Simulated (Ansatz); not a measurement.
## Geometry relaxation of SiH₄Cl₂O (part 1 of 2)

SiH₄Cl₂O, computed with RKS PBE0-D4/def2-TZVP (Ansatz 0.2.0).

The geometry is a transition state displaced along its imaginary mode. The reaction was set up to form Si1–O7 and Cl2–H6 and to break Si1–Cl2 and H6–O7 (atoms counted from 1 in the order of the input); sticks are drawn by distance alone. Figures and captions count atoms from 1; the log counts them from 0 in places.

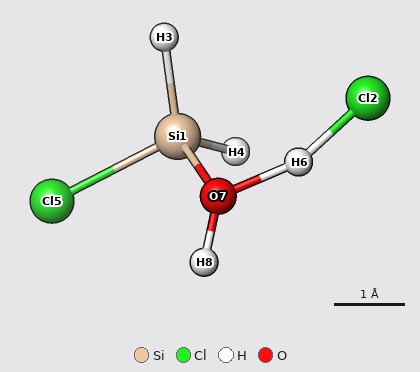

Fig. 1: The starting structure (ball-and-stick view, seen at a tilt; atoms are numbered from 1 in the order of the input).

The input:
```yaml
crystal:
  periodic: [false, false, false]
  atoms:
    - {symbol: Si, position_ang: [0.135931, 0.539683, -0.524707]}
    - {symbol: Cl, position_ang: [-0.107355, -2.355255, -0.284254]}
    - {symbol: H, position_ang: [1.422559, 0.175363, -1.158815]}
    - {symbol: H, position_ang: [-1.073830, 0.214619, -1.332076]}
    - {symbol: Cl, position_ang: [0.078206, 2.531966, -0.087875]}
    - {symbol: H, position_ang: [-0.099666, -1.294387, 0.630357]}
    - {symbol: O, position_ang: [0.103107, -0.137674, 1.062015]}
    - {symbol: H, position_ang: [-0.458850, 0.325585, 1.695455]}
basis:
  gaussian: {orbitals: def2-TZVP}
hamiltonian: {xc: pbe0, dispersion: d4}
relax: {f_tol: 0.005, max_steps: 200}
```

Launched with:
```bash
ansatz run in.yaml --threads 4 --pin off --events-out ev --progress --plain --max-ram 9574MiB
```

Log:
```
Functional definition: PBE0
  name "PBE0"
  cite "Adamo & Barone, J. Chem. Phys. 110, 6158 (1999) doi:10.1063/1.478522"
  cite "Perdew, Burke & Ernzerhof, Phys. Rev. Lett. 77, 3865 (1996) doi:10.1103/PhysRevLett.77.3865"
  parent pbe
  parameter a = 0.25
  parameter kappa = 0.804
  parameter beta = 0.06672455060314922
  exchange = (1 - a)*pbe_x(kappa = kappa, mu = beta*pi^2/3) + a*exact_x
  correlation = pbe_c(beta = beta)
1131 factors; their error is unknown
mean field evaluation 1: about -35022.1532 eV, gradient 4.6e1 eV
mean field evaluation 2: about -35017.6489 eV, gradient 6.9e1 eV
mean field evaluation 4: about -35025.4629 eV, gradient 2.0e0 eV
mean field evaluation 8: about -35025.4707 eV, gradient 2.4e-2 eV
mean field evaluation 16: about -35025.5828 eV, gradient 6.3e-5 eV
mean field -35025.58276741 eV, -1287.1664255097 hartree, gradient 6.3e-5 eV, S^2 0.000000; 0 other end points of the search recorded, 0 dependent functions left out
the calculation of the forces begins
reference -35025.58279667 eV, -1287.1664265849 hartree; 30, 30 occupied and 136, 136 virtual orbitals, 1131 factors
relax step   1: F+E_penalty+E_count = -35025.74068933 eV  Δ(F+E_penalty+E_count) = +0.000e0 eV  max|allowed force component| = 1.590e0 eV/Å  Δτ_max = 0.0000 Å  (26 SCF iters, accepted)
these checks for a lower state are left out or cut short: starts, cluster_reference, orbital_swaps, neighbouring_geometries, increment
1131 factors; their error is unknown
mean field -35025.74929384 eV, -1287.1725452432 hartree, gradient 1.5e-5 eV, S^2 0.000000; 0 other end points of the search recorded, 0 dependent functions left out
[... from here on the field's lines of each further geometry are left out, up to the last ...]
relax step   2: F+E_penalty+E_count = -35025.90424663 eV  Δ(F+E_penalty+E_count) = -1.636e-1 eV  max|allowed force component| = 1.319e0 eV/Å  Δτ_max = 0.1492 Å  (30 SCF iters, accepted)
relax step   3: F+E_penalty+E_count = -35026.03771336 eV  Δ(F+E_penalty+E_count) = -1.335e-1 eV  max|allowed force component| = 1.428e0 eV/Å  Δτ_max = 0.1686 Å  (30 SCF iters, accepted)
relax step   4: F+E_penalty+E_count = -35026.22901278 eV  Δ(F+E_penalty+E_count) = -1.913e-1 eV  max|allowed force component| = 9.965e-1 eV/Å  Δτ_max = 0.2000 Å  (36 SCF iters, accepted)
relax step   5: F+E_penalty+E_count = -35026.28001424 eV  Δ(F+E_penalty+E_count) = -5.100e-2 eV  max|allowed force component| = 6.718e-1 eV/Å  Δτ_max = 0.2000 Å  (29 SCF iters, accepted)
relax step   6: F+E_penalty+E_count = -35026.25754189 eV  Δ(F+E_penalty+E_count) = +2.247e-2 eV  max|allowed force component| = 1.357e0 eV/Å  Δτ_max = 0.1972 Å  (28 SCF iters, rejected (line search))
relax step   7: F+E_penalty+E_count = -35026.30300988 eV  Δ(F+E_penalty+E_count) = -2.300e-2 eV  max|allowed force component| = 1.676e-1 eV/Å  Δτ_max = 0.0986 Å  (29 SCF iters, accepted)
relax step   8: F+E_penalty+E_count = -35026.31068435 eV  Δ(F+E_penalty+E_count) = -7.674e-3 eV  max|allowed force component| = 9.042e-2 eV/Å  Δτ_max = 0.0991 Å  (30 SCF iters, accepted)
relax step   9: F+E_penalty+E_count = -35026.30746969 eV  Δ(F+E_penalty+E_count) = +3.215e-3 eV  max|allowed force component| = 4.798e-1 eV/Å  Δτ_max = 0.1327 Å  (30 SCF iters, rejected (line search))
relax step  10: F+E_penalty+E_count = -35026.31438409 eV  Δ(F+E_penalty+E_count) = -3.700e-3 eV  max|allowed force component| = 4.233e-2 eV/Å  Δτ_max = 0.0664 Å  (30 SCF iters, accepted)
relax step  11: F+E_penalty+E_count = -35026.31677923 eV  Δ(F+E_penalty+E_count) = -2.395e-3 eV  max|allowed force component| = 2.773e-2 eV/Å  Δτ_max = 0.0744 Å  (29 SCF iters, accepted)
relax step  12: F+E_penalty+E_count = -35026.31952988 eV  Δ(F+E_penalty+E_count) = -2.751e-3 eV  max|allowed force component| = 8.415e-2 eV/Å  Δτ_max = 0.1097 Å  (29 SCF iters, accepted)
relax step  13: F+E_penalty+E_count = -35026.32020632 eV  Δ(F+E_penalty+E_count) = -6.764e-4 eV  max|allowed force component| = 2.317e-1 eV/Å  Δτ_max = 0.1632 Å  (28 SCF iters, accepted)
relax step  14: F+E_penalty+E_count = -35026.32300460 eV  Δ(F+E_penalty+E_count) = -2.798e-3 eV  max|allowed force component| = 8.503e-2 eV/Å  Δτ_max = 0.0208 Å  (31 SCF iters, accepted)
relax step  15: F+E_penalty+E_count = -35026.32431273 eV  Δ(F+E_penalty+E_count) = -1.308e-3 eV  max|allowed force component| = 1.200e-1 eV/Å  Δτ_max = 0.1240 Å  (30 SCF iters, accepted)
relax step  16: F+E_penalty+E_count = -35026.32637544 eV  Δ(F+E_penalty+E_count) = -2.063e-3 eV  max|allowed force component| = 6.748e-2 eV/Å  Δτ_max = 0.0342 Å  (31 SCF iters, accepted)
relax step  17: F+E_penalty+E_count = -35026.32649691 eV  Δ(F+E_penalty+E_count) = -1.215e-4 eV  max|allowed force component| = 4.866e-2 eV/Å  Δτ_max = 0.0068 Å  (31 SCF iters, accepted)
relax step  18: F+E_penalty+E_count = -35026.32762479 eV  Δ(F+E_penalty+E_count) = -1.128e-3 eV  max|allowed force component| = 1.360e-1 eV/Å  Δτ_max = 0.1073 Å  (27 SCF iters, accepted)
relax step  19: F+E_penalty+E_count = -35026.32855329 eV  Δ(F+E_penalty+E_count) = -9.285e-4 eV  max|allowed force component| = 1.057e-1 eV/Å  Δτ_max = 0.0584 Å  (29 SCF iters, accepted)
relax step  20: F+E_penalty+E_count = -35026.32984535 eV  Δ(F+E_penalty+E_count) = -1.292e-3 eV  max|allowed force component| = 6.065e-2 eV/Å  Δτ_max = 0.0811 Å  (29 SCF iters, accepted)
relax step  21: F+E_penalty+E_count = -35026.33055333 eV  Δ(F+E_penalty+E_count) = -7.080e-4 eV  max|allowed force component| = 6.897e-2 eV/Å  Δτ_max = 0.0920 Å  (29 SCF iters, accepted)
relax step  22: F+E_penalty+E_count = -35026.33102099 eV  Δ(F+E_penalty+E_count) = -4.677e-4 eV  max|allowed force component| = 6.922e-2 eV/Å  Δτ_max = 0.0354 Å  (31 SCF iters, accepted)
relax step  23: F+E_penalty+E_count = -35026.33153397 eV  Δ(F+E_penalty+E_count) = -5.130e-4 eV  max|allowed force component| = 4.915e-2 eV/Å  Δτ_max = 0.0331 Å  (31 SCF iters, accepted)
relax step  24: F+E_penalty+E_count = -35026.33206262 eV  Δ(F+E_penalty+E_count) = -5.287e-4 eV  max|allowed force component| = 3.624e-2 eV/Å  Δτ_max = 0.0612 Å  (30 SCF iters, accepted)
relax step  25: F+E_penalty+E_count = -35026.33232349 eV  Δ(F+E_penalty+E_count) = -2.609e-4 eV  max|allowed force component| = 6.165e-2 eV/Å  Δτ_max = 0.0875 Å  (29 SCF iters, accepted)
relax step  26: F+E_penalty+E_count = -35026.33252168 eV  Δ(F+E_penalty+E_count) = -1.982e-4 eV  max|allowed force component| = 4.050e-2 eV/Å  Δτ_max = 0.0104 Å  (31 SCF iters, accepted)
relax step  27: F+E_penalty+E_count = -35026.33269974 eV  Δ(F+E_penalty+E_count) = -1.781e-4 eV  max|allowed force component| = 3.220e-2 eV/Å  Δτ_max = 0.0169 Å  (31 SCF iters, accepted)
relax step  28: F+E_penalty+E_count = -35026.33288844 eV  Δ(F+E_penalty+E_count) = -1.887e-4 eV  max|allowed force component| = 3.000e-2 eV/Å  Δτ_max = 0.0459 Å  (30 SCF iters, accepted)
relax step  29: F+E_penalty+E_count = -35026.33250457 eV  Δ(F+E_penalty+E_count) = +3.839e-4 eV  max|allowed force component| = 1.008e-1 eV/Å  Δτ_max = 0.1125 Å  (30 SCF iters, rejected (line search))
relax step  30: F+E_penalty+E_count = -35026.33301328 eV  Δ(F+E_penalty+E_count) = -1.248e-4 eV  max|allowed force component| = 2.816e-2 eV/Å  Δτ_max = 0.0505 Å  (29 SCF iters, accepted)
relax step  31: F+E_penalty+E_count = -35026.33304584 eV  Δ(F+E_penalty+E_count) = -3.256e-5 eV  max|allowed force component| = 2.608e-2 eV/Å  Δτ_max = 0.0265 Å  (30 SCF iters, accepted)
relax step  32: F+E_penalty+E_count = -35026.33307174 eV  Δ(F+E_penalty+E_count) = -2.590e-5 eV  max|allowed force component| = 1.905e-2 eV/Å  Δτ_max = 0.0103 Å  (32 SCF iters, accepted)
relax step  33: F+E_penalty+E_count = -35026.33308639 eV  Δ(F+E_penalty+E_count) = -1.464e-5 eV  max|allowed force component| = 1.081e-2 eV/Å  Δτ_max = 0.0113 Å  (32 SCF iters, accepted)
the calculation of the forces begins
reference -35026.19967531 eV, -1287.1890964567 hartree; 30, 30 occupied and 136, 136 virtual orbitals, 1131 factors
relax step  34: F+E_penalty+E_count = -35026.33309298 eV  Δ(F+E_penalty+E_count) = -6.590e-6 eV  max|allowed force component| = 2.563e-3 eV/Å  Δτ_max = 0.0017 Å  (21 SCF iters, accepted)
1131 factors; their error is unknown
mean field evaluation 256: about -35026.0866 eV, gradient 3.0e-1 eV
```

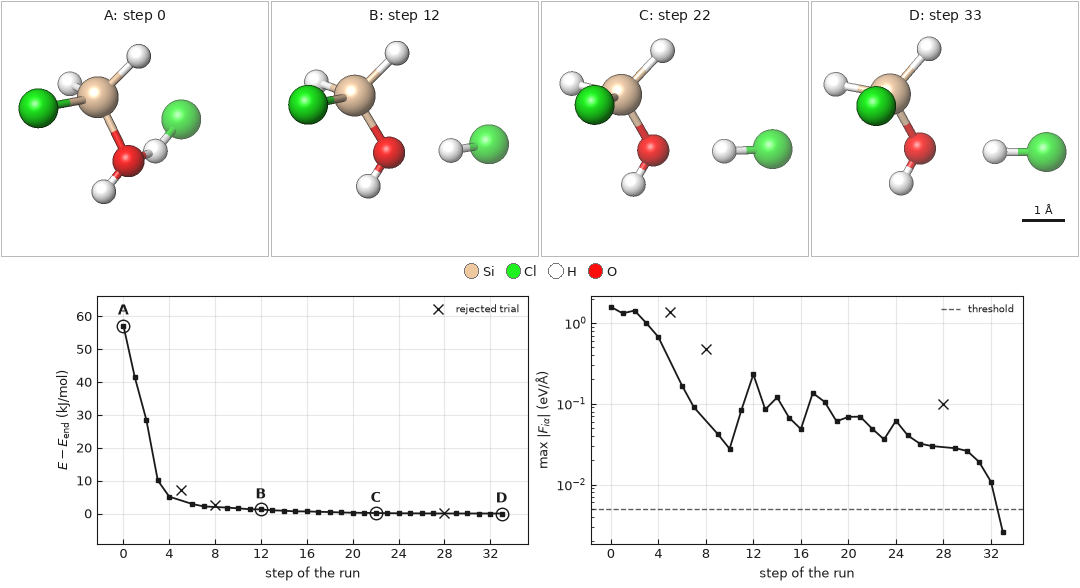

Fig. 2: Frames of the relaxation (ball-and-stick view, seen at a tilt) above the curves, on which the letters mark them (the first geometry is step 0 here and step 1 in the log).

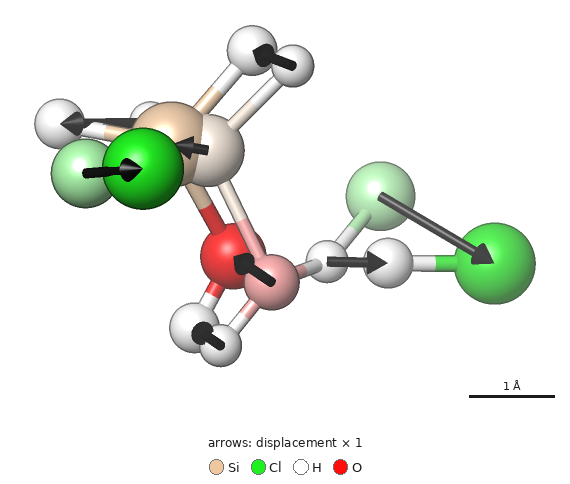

Fig. 3: Start (faint) and end (solid) with the displacements as black arrows, at true length (ball-and-stick view, seen at a tilt). The two geometries are laid on each other by the best rigid fit. Cl2 moves most after the best rigid fit: 1.68 Å. Largest moves by element: Cl 1.68 Å, H 1.28 Å, O 0.83 Å, Si 0.44 Å. Among the contacts that change: H6–O7 1.251 → 1.887 Å, Cl2–H6 1.401 → 1.295 Å, Si1–O7 1.726 → 1.647 Å, Si1–H4 1.490 → 1.478 Å. Among the angles that change: Cl5–Si1–O7 100.7° → 110.7°, Si1–O7–H8 115.2° → 118.8°, H3–Si1–O7 108.3° → 105.4°. The energy falls by 57.2 kJ/mol in 33 geometry steps. Largest force component: 1.6 eV/Å at the start, 0.0026 eV/Å at the end. The line search rejected the trial steps at points 5, 8, 28 (counted from 0) and went back. (Atoms are counted from 1 in the order of the input.)

```
mean field -35026.19964295 eV, -1287.1890952675 hartree, gradient 1.2e-5 eV, S^2 0.000000; 1 other end points of the search recorded, 0 dependent functions left out
the calculation of the forces begins
reference -35026.19967531 eV, -1287.1890964567 hartree; 30, 30 occupied and 136, 136 virtual orbitals, 1131 factors
Total energy: -35026.33312534 eV, -1287.1940006548 hartree
Atom 0 at    -0.045670     0.923864    -0.615278 Å, force    -0.002563    -0.002085    -0.000915 eV/Å
Atom 1 at     0.793617    -3.074780     0.764718 Å, force     0.000635    -0.001152     0.000379 eV/Å
Atom 2 at     0.810608     0.190289    -1.562489 Å, force     0.001921     0.000058     0.000446 eV/Å
Atom 3 at    -1.209354     1.575221    -1.253362 Å, force    -0.001838     0.001897    -0.000180 eV/Å
Atom 4 at     1.041935     2.404806     0.285357 Å, force     0.001388     0.000623     0.000374 eV/Å
Atom 5 at     0.239070    -1.907997     0.678132 Å, force    -0.000499     0.000349    -0.000275 eV/Å
Atom 6 at    -0.531824    -0.195612     0.490303 Å, force     0.001624    -0.000459     0.000624 eV/Å
Atom 7 at    -1.098281     0.084110     1.212719 Å, force    -0.000667     0.000769    -0.000453 eV/Å
Dipole moment:    -0.437409     0.451830    -0.028820 e Å
```

Trajectory as extended XYZ (Å, eV, eV/Å), 34 frames, from step=1 to step=34:
```
8
Properties=species:S:1:pos:R:3:forces:R:3 step=1 energy=-35025.74069
Si    0.1359    0.5397   -0.5247   -0.0244  -0.2369   0.0061
Cl   -0.1074   -2.3553   -0.2843   -0.0685  -0.8966  -0.5692
H     1.4226    0.1754   -1.1588   -0.1727   0.1287   0.1749
H    -1.0738    0.2146   -1.3321    0.2606   0.1539   0.3007
Cl    0.0782    2.5320   -0.0879    0.0226   0.3377  -0.0761
H    -0.0997   -1.2944    0.6304   -0.1275  -1.0072   0.2506
O     0.1031   -0.1377    1.0620    0.0591   1.5902  -0.0803
H    -0.4588    0.3256    1.6955    0.0509  -0.0698  -0.0067
8
Properties=species:S:1:pos:R:3:forces:R:3 step=2 energy=-35025.90425
Si    0.1347    0.5824   -0.5231   -0.0173   0.1488   0.4399
Cl   -0.1151   -2.4995   -0.2470   -0.0205   0.0639   0.1535
H     1.4249    0.2381   -1.1380   -0.0661  -0.0583   0.0481
H    -1.0805    0.2928   -1.3058    0.0818  -0.0670   0.0731
Cl    0.0978    2.6060   -0.1516    0.0246  -0.1057   0.0166
H    -0.0843   -1.3844    0.6420   -0.1039  -1.1965  -0.3579
O     0.0847   -0.1448    1.0355    0.0802   1.3186  -0.3737
H    -0.4621    0.3092    1.6880    0.0212  -0.1038   0.0005
8
Properties=species:S:1:pos:R:3:forces:R:3 step=3 energy=-35026.03771
Si    0.1283    0.6605   -0.5245    0.0339  -0.0186   0.6757
Cl   -0.1195   -2.6598   -0.1952    0.0506   0.9313   0.7582
H     1.4054    0.2696   -1.1255    0.0475  -0.0340  -0.0801
H    -1.0771    0.3328   -1.2894   -0.0884   0.0067  -0.1295
Cl    0.1261    2.6792   -0.1524   -0.0110  -0.1323  -0.0319
H    -0.0605   -1.4940    0.6319   -0.1130  -1.4276  -0.8403
O     0.0682   -0.1088    0.9911    0.0787   0.7774  -0.3555
H    -0.4708    0.3204    1.6640    0.0016  -0.1030   0.0035
8
Properties=species:S:1:pos:R:3:forces:R:3 step=4 energy=-35026.22901
Si    0.1272    0.7060   -0.4770   -0.0012   0.1903  -0.0649
Cl   -0.1194   -2.8145   -0.1420    0.0607   0.7111   0.3480
H     1.3916    0.2880   -1.1019   -0.0181  -0.0567  -0.0248
H    -1.0808    0.3846   -1.2550   -0.0187  -0.0271  -0.0877
Cl    0.1441    2.7266   -0.2030    0.0082   0.1944   0.0078
H    -0.0344   -1.6328    0.4903   -0.0990  -0.9965  -0.2274
O     0.0727   -0.0207    1.0058   -0.0901   0.1727   0.2891
H    -0.5008    0.3628    1.6829    0.1582  -0.1884  -0.2401
8
Properties=species:S:1:pos:R:3:forces:R:3 step=5 energy=-35026.28001
Si    0.1391    0.8047   -0.4639    0.1222   0.0042  -0.3124
Cl   -0.1282   -2.9586   -0.0785   -0.0388   0.1990   0.1247
H     1.3822    0.3718   -1.1221    0.0276   0.0217  -0.0070
H    -1.0621    0.4498   -1.2425   -0.0876   0.0389  -0.0079
Cl    0.1533    2.8372   -0.2508   -0.0180   0.0391   0.0540
H    -0.0969   -1.8151    0.5439    0.1036  -0.2396  -0.1116
O     0.1425    0.0503    0.9935    0.5628  -0.3388  -0.3942
H    -0.5296    0.2598    1.6205   -0.6718   0.2755   0.6545
8
Properties=species:S:1:pos:R:3:forces:R:3 step=6 energy=-35026.25754 accepted=F
Si    0.1292    0.8402   -0.4487    0.0643   0.3707  -0.9978
Cl   -0.1504   -3.1246   -0.0253    0.0355   0.2988   0.0710
H     1.3668    0.3649   -1.0976   -0.0053   0.0774  -0.0054
H    -1.0734    0.4888   -1.2287   -0.0703   0.1114  -0.0863
Cl    0.1788    2.8788   -0.2454   -0.0053  -0.0482   0.0062
H     0.0088   -1.9126    0.4090   -0.0268  -0.2529   0.0295
O     0.0933    0.1009    0.9822   -0.3190  -0.3975   1.3573
H    -0.5530    0.3635    1.6547    0.3270  -0.1597  -0.3745
8
Properties=species:S:1:pos:R:3:forces:R:3 step=7 energy=-35026.30301
Si    0.1414    0.8124   -0.4858   -0.0930   0.0292   0.1676
Cl   -0.1584   -2.9910   -0.0328    0.0068   0.0955   0.0634
H     1.3819    0.3807   -1.1486    0.0166  -0.0155   0.0006
H    -1.0816    0.5057   -1.2551    0.0024   0.0010  -0.0323
Cl    0.1746    2.8441   -0.2202    0.0169  -0.0352   0.0082
H    -0.0048   -1.8464    0.5601    0.0242  -0.1035  -0.0443
O     0.1219    0.0414    0.9772   -0.0338  -0.0228  -0.0705
H    -0.5749    0.2529    1.6053    0.0598   0.0514  -0.0926
8
Properties=species:S:1:pos:R:3:forces:R:3 step=8 energy=-35026.31068
Si    0.1187    0.8284   -0.4958    0.0186  -0.0075   0.0063
Cl   -0.1105   -3.0401    0.0388    0.0155   0.0680   0.0378
H     1.3487    0.3752   -1.1659   -0.0051  -0.0193  -0.0159
H    -1.1074    0.5806   -1.2823   -0.0025   0.0307  -0.0127
Cl    0.2361    2.8462   -0.1713   -0.0188  -0.0107   0.0234
H     0.0340   -1.8594    0.5582   -0.0067  -0.0904  -0.0170
O     0.0734    0.0102    0.9367    0.0009   0.0224  -0.0136
H    -0.5929    0.2588    1.5817   -0.0019   0.0069  -0.0083
8
Properties=species:S:1:pos:R:3:forces:R:3 step=9 energy=-35026.30747 accepted=F
Si    0.1033    0.8525   -0.4981   -0.0309   0.0173  -0.3689
Cl   -0.0549   -3.1160    0.1324   -0.0407  -0.4798  -0.1713
H     1.3132    0.3743   -1.1957   -0.0637  -0.0224   0.0253
H    -1.1384    0.6988   -1.3034    0.1311  -0.0232   0.1174
Cl    0.2989    2.8513   -0.1323    0.0082   0.1197   0.0723
H     0.0743   -1.9149    0.5446    0.0417   0.4663   0.2033
O     0.0372    0.0018    0.9051   -0.1095  -0.0255   0.1583
H    -0.6335    0.2520    1.5476    0.0638  -0.0524  -0.0364
```
